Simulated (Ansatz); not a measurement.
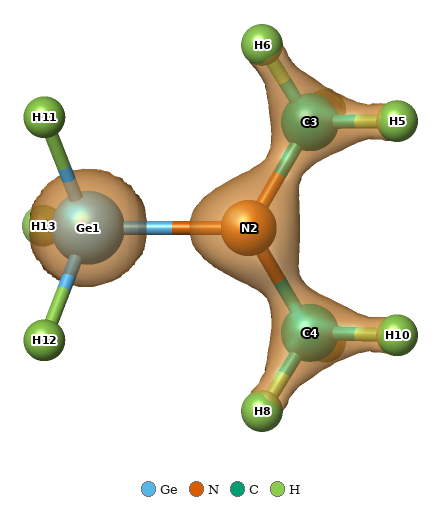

C$_{2}$H$_{9}$GeN (Ge(NMe2)H3). Isosurface of the total electron density at 1.5 e/Å³ (orange), seen across its widest extent.

Geometry: PBE-D4/def2-SVP; not at a stationary point (largest force 0.6 eV/Å).

These are results of RKS PBE0-D4/def2-TZVP (Ansatz 0.2.0), not measurements.

| atom | x (Å) | y (Å) | z (Å) |
| --- | --- | --- | --- |
| Ge | -0.0239 | -0.0474 | -1.7032 |
| N | 0.1586 | 0.2904 | 0.1145 |
| C | 1.0937 | -0.5263 | 0.8628 |
| C | -1.0353 | 0.6369 | 0.8602 |
| H | 1.4028 | -0.0007 | 1.7961 |
| H | 2.0136 | -0.7119 | 0.2707 |
| H | 0.6850 | -1.5236 | 1.1747 |
| H | -1.6874 | 1.3101 | 0.2661 |
| H | -1.6544 | -0.2455 | 1.1719 |
| H | -0.7618 | 1.1819 | 1.7935 |
| H | 1.4109 | -0.1019 | -2.2876 |
| H | -0.8432 | 1.1302 | -2.2904 |
| H | -0.7586 | -1.3922 | -2.0292 |

Q: How is the density connected at this value?

A: At this value the surface falls into five separate pieces. It bridges the sampled C–N (1.45 Å) and C–H (1.11 Å) contacts, where the density stays above the isovalue. It is pinched off along the sampled Ge–N (1.86 Å) and Ge–H (1.55 Å) contacts. On the grid the lowest density along these lines, outside the cores, is 1.8 e/Å³ (C–N, 1.45 Å), 0.92 e/Å³ (Ge–N, 1.86 Å), 1.8 e/Å³ (C–H, 1.11 Å) and 0.88 e/Å³ (Ge–H, 1.55 Å).
